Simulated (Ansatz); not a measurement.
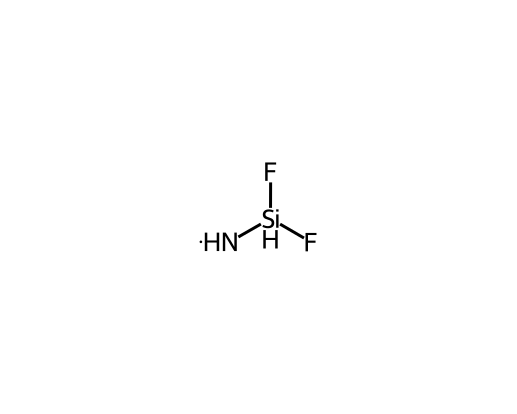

Charge 0, doublet. The computed structure is the end point of a PBE-D4/def2-SVP optimisation. No frequency run is at hand to confirm it as a minimum. Level of theory: UKS PBE-D4/def2-SVP (Ansatz 0.2.0).

Give the ⟨S²⟩ of the determinant at this level.

Answer. 0.752.

Give the dipole moment at this level.

Answer. 1.57 D.
